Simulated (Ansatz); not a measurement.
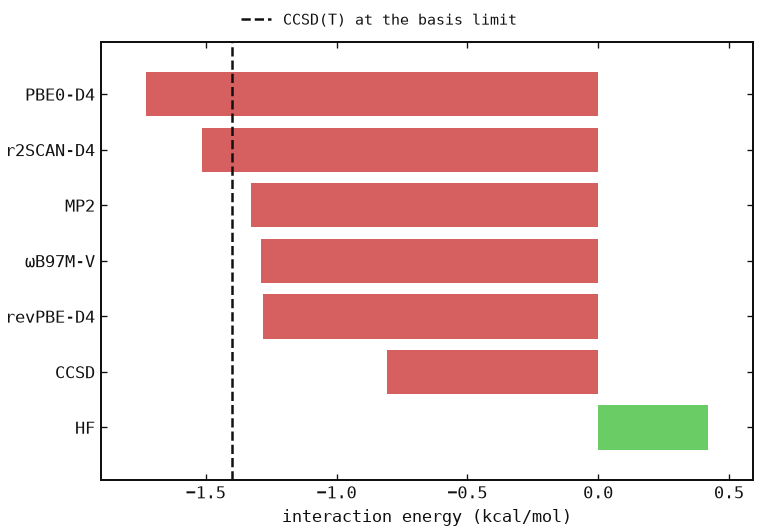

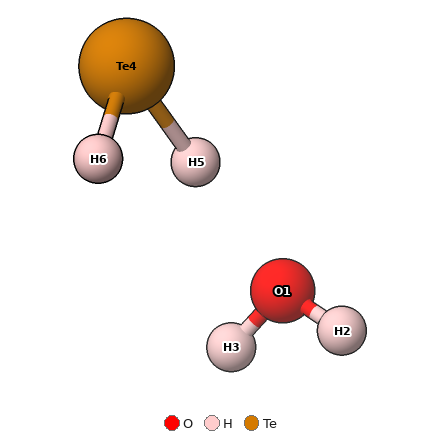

Counterpoise interaction energy of the pair H₂O and H₂Te (SMILES O.[TeH2]) at one optimised PBE0-D4 geometry, drawn, with the closest contact O1···H5 2.26 Å (H···H pairs aside; other arrangements can bind more strongly; the cost of deforming the partners isn't counted), def2-TZVPPD, the Ansatz code 0.2.0; cores frozen in correlated methods. On heavy atoms the filled d shell below the valence is correlated. The line takes HF and MP2 limits from def2-TZVPPD and QZVPPD, and the coupled-cluster step in TZVPPD. The distance of MP2 and CCSD to the limit includes basis error.

> What range do the values span, the line included?

From −1.73 kcal/mol (PBE0-D4) to 0.42 kcal/mol (HF).

> Give the values.

| level | kcal/mol | less CCSD(T) at the basis limit |
| --- | --- | --- |
| PBE0-D4 | −1.73 | −0.33 |
| r2SCAN-D4 | −1.51 | −0.11 |
| MP2 | −1.33 | 0.07 |
| ωB97M-V | −1.29 | 0.11 |
| revPBE-D4 | −1.28 | 0.12 |
| CCSD | −0.81 | 0.59 |
| HF | 0.42 | 1.82 |
| CCSD(T) at the basis limit | −1.40 | 0.00 |

Limits of at least one run: core potentials past krypton; spin-orbit coupling is left out, and with Te it can shift these energies.
